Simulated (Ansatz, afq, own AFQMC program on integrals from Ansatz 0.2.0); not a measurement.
# NHCl (quartet): quantum Monte Carlo beside coupled cluster at distance Cl1–H2 along a hydrogen transfer = 1.369 Å, cc-pVTZ

How near does AFQMC come to the top of the ladder for NHCl (quartet)?

The runs use Ansatz 0.2.0, Gaussian basis, and an in-house AFQMC program (afq) on its integrals; all values are calculated; cc-pVTZ, frozen cores.

Plan: PBE (unrestricted); r2SCAN (unrestricted); PBE0 (unrestricted); B3LYP (unrestricted); wB97M-V (unrestricted); B2PLYP (unrestricted); CCSD(T) on UHF; CCSDT(Q) on UHF; Phaseless AFQMC, CISD trial on UHF.

## Step 1: What is computed

The geometry derives from fragments relaxed apart (PBE0/def2-TZVP) and kept rigid, so it is no stationary point. A hydrogen atom is moved between rigid fragments.

3 atoms, charge 0, spin multiplicity 4.

Atoms are counted from 1 here; the program's logs count them from 0.

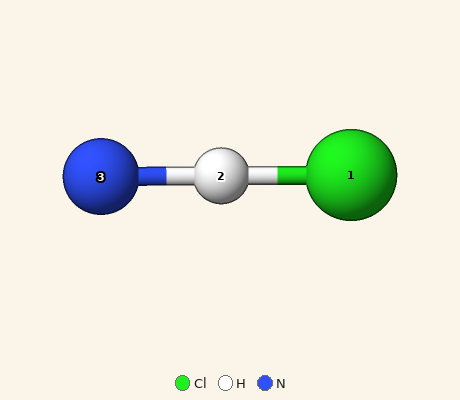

The structure; chlorine green, hydrogen white, nitrogen blue; atoms are numbered from 1 in the order of the file.

## Step 2: PBE (unrestricted)

Input file in.yaml:

```yaml
crystal:
  periodic: [false, false, false]
  atoms:
    - {symbol: Cl, position_ang: [0.000000, 0.000000, -1.334333]}
    - {symbol: H, position_ang: [0.000000, 0.000000, 0.034667]}
    - {symbol: N, position_ang: [0.000000, 0.000000, 1.299667]}
basis:
  gaussian: {orbitals: cc-pVTZ}
magnetization: {spin_polarized: true, initial_magnetization: 3}
hamiltonian: {xc: {name: PBE}}
output: {orbitals: {seedname: orbitals}}
```

Launch:

```console
$ ansatz run in.yaml --threads 1 --pin off --events-out ev --progress --plain --max-ram 8192MiB --backend cpu
```

The log of the run:

```text
Functional definition: PBE
  name "PBE"
  cite "Perdew, Burke & Ernzerhof, Phys. Rev. Lett. 77, 3865 (1996) doi:10.1103/PhysRevLett.77.3865"
  parent pbe
  parameter kappa = 0.804
  parameter beta = 0.06672455060314922
  exchange = pbe_x(kappa = kappa, mu = beta*pi^2/3)
  correlation = pbe_c(beta = beta)
508 factors; their error is unknown
mean field evaluation 1: about -14015.9619 eV, gradient 1.9e1 eV
mean field evaluation 2: about -14011.4381 eV, gradient 3.4e1 eV
mean field evaluation 4: about -14018.1221 eV, gradient 1.9e0 eV
mean field evaluation 8: about -14018.1256 eV, gradient 2.9e-2 eV
mean field evaluation 16: about -14012.8865 eV, gradient 1.9e1 eV
mean field -14018.12557416 eV, -515.1566130235 hartree, gradient 6.2e-6 eV, S^2 3.755132; 3 other end points of the search recorded, 0 dependent functions left out
reference -14018.12559534 eV, -515.1566138021 hartree; 14, 11 occupied and 64, 67 virtual orbitals, 508 factors
Total energy: -14018.12559534 eV, -515.1566138021 hartree
```

Run time: 1.7 s. Hardware: 1 thread of AMD EPYC 7R13 (Zen 3), shared host; peak memory 1.6 GiB.

From the report: ⟨S²⟩ of the determinant 3.755 (pure quartet: 3.75).

## Step 3: r2SCAN (unrestricted)

in.yaml, as its differences from that of step 2:

```diff
@@ -9,3 +9,2 @@
 magnetization: {spin_polarized: true, initial_magnetization: 3}
-hamiltonian: {xc: {name: PBE}}
-output: {orbitals: {seedname: orbitals}}
+hamiltonian: {xc: {name: r2SCAN}}
```

Launched as before.

The log of the run:

```text
Functional definition: r2SCAN
  name "r2SCAN"
  cite "Furness, Kaplan, Ning, Perdew & Sun, J. Phys. Chem. Lett. 11, 8208 (2020) doi:10.1021/acs.jpclett.0c02405"
  cite "Furness, Kaplan, Ning, Perdew & Sun, J. Phys. Chem. Lett. 11, 9248 (2020) doi:10.1021/acs.jpclett.0c03077"
  parent r2scan
  parameter k0 = 0.174
  parameter k1 = 0.065
  parameter a1 = 4.9479
  exchange = r2scan_x(k0 = k0, k1 = k1, a1 = a1)
  correlation = r2scan_c
508 factors; their error is unknown
mean field evaluation 1: about -14022.2440 eV, gradient 1.4e1 eV
mean field evaluation 2: about -14021.0209 eV, gradient 2.1e1 eV
mean field evaluation 4: about -14023.6298 eV, gradient 1.3e0 eV
mean field evaluation 8: about -14023.6207 eV, gradient 1.9e-2 eV
mean field evaluation 16: about -14023.6207 eV, gradient 3.0e-5 eV
mean field -14023.62071266 eV, -515.3585556388 hartree, gradient 3.0e-5 eV, S^2 3.759838; 0 other end points of the search recorded, 0 dependent functions left out
reference -14023.62071888 eV, -515.3585558674 hartree; 14, 11 occupied and 64, 67 virtual orbitals, 508 factors
Total energy: -14023.62071888 eV, -515.3585558674 hartree
```

It took 2.4 s on 1 thread of AMD EPYC 7R13 (Zen 3), shared host; peak memory 1.6 GiB.

From the report: ⟨S²⟩ of the determinant 3.760 (pure quartet: 3.75).

## Step 4: PBE0 (unrestricted)

in.yaml, as its differences from that of step 3:

```diff
@@ -9,2 +9,3 @@
 magnetization: {spin_polarized: true, initial_magnetization: 3}
-hamiltonian: {xc: {name: r2SCAN}}
+hamiltonian: {xc: {name: PBE0}}
+output: {orbitals: {seedname: orbitals}}
```

Same command.

The log of the run:

```text
Functional definition: PBE0
  name "PBE0"
  cite "Adamo & Barone, J. Chem. Phys. 110, 6158 (1999) doi:10.1063/1.478522"
  cite "Perdew, Burke & Ernzerhof, Phys. Rev. Lett. 77, 3865 (1996) doi:10.1103/PhysRevLett.77.3865"
  parent pbe
  parameter a = 0.25
  parameter kappa = 0.804
  parameter beta = 0.06672455060314922
  exchange = (1 - a)*pbe_x(kappa = kappa, mu = beta*pi^2/3) + a*exact_x
  correlation = pbe_c(beta = beta)
537 factors; their error is unknown
mean field evaluation 1: about -14018.6207 eV, gradient 7.7e0 eV
mean field evaluation 2: about -14018.9152 eV, gradient 6.9e0 eV
mean field evaluation 4: about -14019.1763 eV, gradient 9.2e-1 eV
mean field evaluation 8: about -14019.2569 eV, gradient 1.8e-1 eV
mean field evaluation 16: about -14019.2570 eV, gradient 1.1e-5 eV
mean field -14019.25695034 eV, -515.1981903314 hartree, gradient 1.1e-5 eV, S^2 3.759022; 0 other end points of the search recorded, 0 dependent functions left out
reference -14019.25696638 eV, -515.1981909209 hartree; 14, 11 occupied and 64, 67 virtual orbitals, 537 factors
Total energy: -14019.25696638 eV, -515.1981909209 hartree
```

It took 1.3 s on 1 thread of AMD EPYC 7R13 (Zen 3), shared host; peak memory 1.6 GiB.

From the report: ⟨S²⟩ of the determinant 3.759 (pure quartet: 3.75).

## Step 5: B3LYP (unrestricted)

in.yaml, as its differences from that of step 4:

```diff
@@ -9,3 +9,2 @@
 magnetization: {spin_polarized: true, initial_magnetization: 3}
-hamiltonian: {xc: {name: PBE0}}
-output: {orbitals: {seedname: orbitals}}
+hamiltonian: {xc: {name: B3LYP}}
```

The command is unchanged.

The log of the run (excerpt; [...] marks lines left out):

```text
Functional definition: B3LYP
  name "B3LYP"
  cite "Stephens, Devlin, Chabalowski & Frisch, J. Phys. Chem. 98, 11623 (1994) doi:10.1021/j100096a001"
  cite "Becke, Phys. Rev. A 38, 3098 (1988) doi:10.1103/PhysRevA.38.3098"
  cite "Lee, Yang & Parr, Phys. Rev. B 37, 785 (1988) doi:10.1103/PhysRevB.37.785"
  cite "Vosko, Wilk & Nusair, Can. J. Phys. 58, 1200 (1980) doi:10.1139/p80-159"
[...]
523 factors; their error is unknown
[...]
mean field -14025.54169287 eV, -515.4291503593 hartree, gradient 2.0e-5 eV, S^2 3.758403; 0 other end points of the search recorded, 0 dependent functions left out
reference -14025.54185396 eV, -515.4291562792 hartree; 14, 11 occupied and 64, 67 virtual orbitals, 523 factors
Total energy: -14025.54185396 eV, -515.4291562792 hartree
```

Run time: 1.2 s. Hardware: 1 thread of AMD EPYC 7R13 (Zen 3), shared host; peak memory 1.6 GiB.

From the report: ⟨S²⟩ of the determinant 3.758 (pure quartet: 3.75).

## Step 6: wB97M-V (unrestricted)

in.yaml, as its differences from that of step 5:

```diff
@@ -9,2 +9,3 @@
 magnetization: {spin_polarized: true, initial_magnetization: 3}
-hamiltonian: {xc: {name: B3LYP}}
+hamiltonian: {xc: {name: wB97M-V}}
+output: {orbitals: {seedname: orbitals}}
```

Launched as before.

The log of the run (excerpt; [...] marks lines left out):

```text
Functional definition: wB97M-V
  name "wB97M-V"
  cite "Mardirossian & Head-Gordon, J. Chem. Phys. 144, 214110 (2016) doi:10.1063/1.4952647"
  cite "Becke, J. Chem. Phys. 107, 8554 (1997) doi:10.1063/1.475007"
  cite "Vydrov & Van Voorhis, J. Chem. Phys. 133, 244103 (2010) doi:10.1063/1.3521275"
  # Of w^i u^j: cxij and so on, Table III.
[...]
  gx(w, u) = 1 - cx + cx01*u + cx10*w
  gss(w, u) = css00 + css04*u^4 + css10*w + css20*w^2 + css43*w^4*u^3
  gos(w, u) = cos00 + cos10*w + (cos20 + cos21*u)*w^2 + (cos60 + cos61*u)*w^6
[...]
      + integral(e_c_pw_mod_opposite_spin*gos(b97_w_opposite, b97_u_opposite)) + vv10(b, c)
511 factors; their error is unknown
88 factors; integrals over basis functions are off by at most 1.1e-4 eV
[...]
mean field -14023.80492301 eV, -515.3653252442 hartree, gradient 6.3e-5 eV, S^2 3.758362; 0 other end points of the search recorded, 0 dependent functions left out
reference -14023.80494659 eV, -515.3653261109 hartree; 14, 11 occupied and 64, 67 virtual orbitals, 511 factors
Total energy: -14023.80494659 eV, -515.3653261109 hartree
```

Run time: 3.5 s. Hardware: 1 thread of AMD EPYC 7R13 (Zen 3), shared host; peak memory 1.6 GiB.

From the report: ⟨S²⟩ of the determinant 3.758 (pure quartet: 3.75).

## Step 7: B2PLYP (unrestricted)

in.yaml, as its differences from that of step 6:

```diff
@@ -9,3 +9,3 @@
 magnetization: {spin_polarized: true, initial_magnetization: 3}
-hamiltonian: {xc: {name: wB97M-V}}
-output: {orbitals: {seedname: orbitals}}
+hamiltonian: {xc: {name: B2PLYP}}
+correlation: {electrons: outside_noble_gas}
```

The command is unchanged.

The log of the run (excerpt; [...] marks lines left out):

```text
Functional definition: B2PLYP
  name "B2PLYP"
  cite "Grimme, J. Chem. Phys. 124, 034108 (2006) doi:10.1063/1.2148954"
  cite "Becke, Phys. Rev. A 38, 3098 (1988) doi:10.1103/PhysRevA.38.3098"
  cite "Lee, Yang & Parr, Phys. Rev. B 37, 785 (1988) doi:10.1103/PhysRevB.37.785"
[...]
460 factors; integrals over basis functions are off by at most 1.3e-3 eV
[...]
mean field -14017.58215535 eV, -515.1366427508 hartree, gradient 3.6e-6 eV, S^2 3.765573; 0 other end points of the search recorded, 0 dependent functions left out
6 core orbitals not correlated: weight in the atoms' cores, before any rotation towards them, 1.000 or more for the frozen orbitals, at most 0.000 for the correlated occupied ones
reference -14017.58225816 eV, -515.1366465287 hartree; 8, 5 occupied and 64, 67 virtual orbitals, 460 factors
second order -10.43594018 eV of doubles, -0.00000000 eV of singles
Total energy: -14020.39996200 eV, -515.2401952352 hartree
```

Wall time 1.6 s (1 thread of AMD EPYC 7R13 (Zen 3), shared host); peak memory 1.6 GiB.

From the report: ⟨S²⟩ of the determinant 3.766 (pure quartet: 3.75).

## Step 8: CCSD(T) on UHF

in.yaml, as its differences from that of step 7:

```diff
@@ -9,3 +9,2 @@
 magnetization: {spin_polarized: true, initial_magnetization: 3}
-hamiltonian: {xc: {name: B2PLYP}}
-correlation: {electrons: outside_noble_gas}
+correlation: {method: ccsd_t, electrons: outside_noble_gas, hamiltonian_folder: ham}
```

Launch:

```console
$ ansatz run in.yaml --threads 1 --pin off --events-out ev --progress --plain --max-ram 24576MiB --backend cuda --devices 0, --max-vram 18GiB
```

The log of the run (excerpt; [...] marks lines left out):

```text
Functional definition: HF
  name "HF"
  cite "Fock, Z. Phys. 61, 126 (1930) doi:10.1007/BF01340294"
  parent pbe
[...]
460 factors; integrals over basis functions are off by at most 1.3e-3 eV
[...]
mean field -13999.20966090 eV, -514.4614660330 hartree, gradient 4.9e-6 eV, S^2 3.775811; 1 other end points of the search recorded, 0 dependent functions left out
determinant -13999.20966090 eV, -514.4614660330 hartree, with singles and doubles -14008.75121595 eV, -514.8121117136 hartree
determinant -13995.93356582 eV, -514.3410717595 hartree, with singles and doubles -14005.61141465 eV, -514.6967261442 hartree
6 core orbitals not correlated: weight in the atoms' cores, before any rotation towards them, 1.000 or more for the frozen orbitals, at most 0.000 for the correlated occupied ones
reference -13999.20966090 eV, -514.4614660330 hartree; 8, 5 occupied and 64, 67 virtual orbitals, 460 factors
second order -8.56233818 eV of doubles, -0.00000000 eV of singles
cycle   1  -9.48526424 eV  change   -6.6e-1 eV  update   1.7e-2
[...]
cycle   9  -9.51387342 eV  change   -3.2e-6 eV  update   1.1e-5
perturbative correction -0.34113476 eV, -0.0125364712 hartree
Total energy: -14009.06466908 eV, -514.8236309037 hartree
```

It took 15 s on 1 × NVIDIA H100 80GB HBM3 with 1 thread of AMD EPYC 7R13 (Zen 3), shared host; peak host memory 1.6 GiB.

From the report: ⟨S²⟩ of the determinant 3.776 (pure quartet: 3.75); correlation -9.8550 eV; T1 0.015; largest double amplitude 0.04.

This run also writes the integrals to the folder ham.

## Step 9: CCSDT(Q) on UHF

in.yaml, as its differences from that of step 8:

```diff
@@ -9,2 +9,2 @@
 magnetization: {spin_polarized: true, initial_magnetization: 3}
-correlation: {method: ccsd_t, electrons: outside_noble_gas, hamiltonian_folder: ham}
+correlation: {method: ccsdt_q, electrons: outside_noble_gas}
```

Same command.

The log of the run (excerpt; [...] marks lines left out):

```text
Functional definition: HF
  name "HF"
  cite "Fock, Z. Phys. 61, 126 (1930) doi:10.1007/BF01340294"
  parent pbe
[...]
902 factors; integrals over basis functions are off by at most 2.6e-7 eV
[...]
mean field -13999.20966877 eV, -514.4614663223 hartree, gradient 4.9e-6 eV, S^2 3.775811; 1 other end points of the search recorded, 0 dependent functions left out
determinant -13999.20966877 eV, -514.4614663223 hartree, with singles and doubles -14008.75123948 eV, -514.8121125784 hartree
determinant -13995.93357359 eV, -514.3410720449 hartree, with singles and doubles -14005.61144114 eV, -514.6967271173 hartree
6 core orbitals not correlated: weight in the atoms' cores, before any rotation towards them, 1.000 or more for the frozen orbitals, at most 0.000 for the correlated occupied ones
reference -13999.20966877 eV, -514.4614663223 hartree; 8, 5 occupied and 64, 67 virtual orbitals, 902 factors
second order -8.56235751 eV of doubles, -0.00000000 eV of singles
cycle   1  -9.24169529 eV  change   -6.8e-1 eV  update   7.1e-2
[...]
cycle  19  -9.88492598 eV  change   -1.0e-6 eV  update   2.9e-7
perturbative correction -0.01492558 eV, -0.0005485049 hartree
Total energy: -14009.10952033 eV, -514.8252791568 hartree
```

It took 22 s on 1 × NVIDIA H100 80GB HBM3 with 1 thread of AMD EPYC 7R13 (Zen 3), shared host; peak host memory 1.6 GiB.

From the report: ⟨S²⟩ of the determinant 3.776 (pure quartet: 3.75); correlation -9.8999 eV; T1 0.017; largest double amplitude 0.05.

## Step 10: Phaseless AFQMC, CISD trial on UHF

It reads the integrals that the CCSD(T) run on this determinant wrote.

Launch:

```console
$ afq ham --method phaseless --trial cisd --walkers 2600 --populations 20 --least-time 60 --time-step 0.005 --steps-per-block 50 --equilibration-blocks 28 --max-blocks 4000 --target-error 0.00021 --factor-cut 1e-05 --start spin_pure --seed 3140 --release-times 0.24,0.51,0.99,1.62,2.4 --release-step 0.03 --release-every 3 --taylor-order 6
```

The log of the run:

```text
orbitals 72  electrons 8 5  factors 452 of 460
reference energy -514.46146603 Eh
CCSD correlation -0.34962867 Eh in 12 cycles, weight of the determinant in the CISD state 0.8792
energy of the start -514.810033 Eh
 block  time / (1/Eh)  mean weight  energy / Eh
     1     0.250  0.9994  -514.807012
     2     0.500  0.9993  -514.812919
     3     0.750  1.0002  -514.816987
     4     1.000  1.0000  -514.819754
     5     1.250  1.0001  -514.821189
     6     1.500  1.0002  -514.822809
     7     1.750  1.0004  -514.823343
     8     2.000  0.9993  -514.823552
     9     2.250  1.0000  -514.823824
    10     2.500  1.0000  -514.822893
    11     2.750  1.0003  -514.824595
    12     3.000  1.0002  -514.823370
    13     3.250  1.0003  -514.823882
    14     3.500  1.0001  -514.824236
    15     3.750  0.9999  -514.824250
    16     4.000  0.9999  -514.825424
    17     4.250  1.0001  -514.826894
    18     4.500  1.0002  -514.825198
    19     4.750  1.0000  -514.824353
    20     5.000  1.0004  -514.825909
    21     5.250  0.9999  -514.825204
    22     5.500  1.0003  -514.824817
    23     5.750  0.9998  -514.824577
    24     6.000  0.9997  -514.825372
    25     6.250  1.0000  -514.824274
    26     6.500  0.9999  -514.825894
    27     6.750  1.0000  -514.826395
    28     7.000  1.0005  -514.824747
    29     7.250  0.9999  -514.824944
    30     7.500  1.0000  -514.824156
    31     7.750  0.9992  -514.824260
    32     8.000  1.0001  -514.825226
    33     8.250  0.9992  -514.825041
    34     8.500  1.0006  -514.825658
    35     8.750  1.0001  -514.825600
    36     9.000  1.0002  -514.825180
    37     9.250  1.0003  -514.825100
    38     9.500  0.9996  -514.826398
    39     9.750  1.0001  -514.826512
    40    10.000  0.9997  -514.826006
    41    10.250  0.9993  -514.825434
    42    10.500  1.0000  -514.824268
    43    10.750  0.9999  -514.825743
    44    11.000  1.0000  -514.824754
    45    11.250  0.9996  -514.826832
    46    11.500  1.0003  -514.824885
    47    11.750  1.0003  -514.825618
    48    12.000  1.0001  -514.825625
    49    12.250  1.0002  -514.825297
    50    12.500  1.0001  -514.825401
    51    12.750  1.0002  -514.825910
    52    13.000  1.0003  -514.824748
    53    13.250  0.9995  -514.825406
    54    13.500  1.0005  -514.826482
    55    13.750  1.0003  -514.825443
    56    14.000  1.0000  -514.825691
    57    14.250  1.0000  -514.825309
    58    14.500  1.0002  -514.824798
    59    14.750  0.9998  -514.824622
    60    15.000  1.0001  -514.825152
    61    15.250  0.9997  -514.826148
    62    15.500  0.9994  -514.825795
    63    15.750  1.0003  -514.825644
    64    16.000  1.0001  -514.823934
    65    16.250  0.9997  -514.824406
    66    16.500  0.9998  -514.824252
    67    16.750  0.9999  -514.824846
    68    17.000  1.0002  -514.823411
    69    17.250  0.9999  -514.824007
    70    17.500  1.0000  -514.824543
    71    17.750  1.0001  -514.824453
    72    18.000  1.0002  -514.825143
    73    18.250  1.0001  -514.825304
    74    18.500  1.0001  -514.825526
    75    18.750  1.0003  -514.825782
    76    19.000  0.9997  -514.825614
    77    19.250  1.0002  -514.825694
    78    19.500  1.0001  -514.824615
error from the spread of 20 populations
released: time / (1/Eh)  energy / Eh  error  mean overlap
  0.24  -514.825233  0.000224  0.9965
  0.51  -514.825119  0.000180  0.9983
  0.99  -514.825328  0.000170  0.9913
  1.62  -514.825836  0.000224  0.9739
  2.40  -514.825087  0.000293  0.9948
energy -514.825212 +/- 0.000197 Eh
```

Wall time 2 min (1 × NVIDIA H100 80GB HBM3 with 2 threads of AMD EPYC 7R13 (Zen 3), shared host); peak host memory 1.7 GiB.

Energy -14009.1077 ± 0.0054 eV. Caveats: constraint bias not in the error.

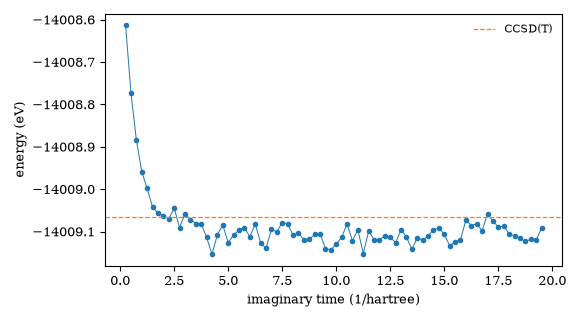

Block energies along the walk.

## Step 11: All levels side by side

On the UHF determinant, counted from CCSDT(Q) (a yardstick, not exact):

```csv
level,energy (eV),from CCSDT(Q) (kcal/mol),statistical error (kcal/mol),time
HF,-13999.2097,+228.30,,
MP2,-14007.7720,+30.84,,
CCSD,-14008.7235,+8.90,,
CCSD(T),-14009.0647,+1.03,,
CCSDT(Q),-14009.1095,0.00,,
"Phaseless AFQMC, CISD trial, step 0.005, 2600 walkers",-14009.1077,+0.04,0.12,2 min
```

The functionals' totals stand on their own zeros and serve differences with other points: PBE -14018.126 eV; r2SCAN -14023.621 eV; PBE0 -14019.257 eV; B3LYP -14025.542 eV; wB97M-V -14023.805 eV; B2PLYP -14020.400 eV.

## Step 12: What came out

| quantity | value |
| --- | --- |
| CCSD(T) on UHF from CCSDT(Q) | +1.03 kcal/mol |
| Phaseless AFQMC, CISD trial on UHF from CCSDT(Q) | +0.04 ± 0.12 kcal/mol |

On UHF the phaseless walk with the CISD trial lies +0.04 kcal/mol from CCSDT(Q), within three error bars. Error bars are statistical and leave out the constraint, the time step and what remains of the start.
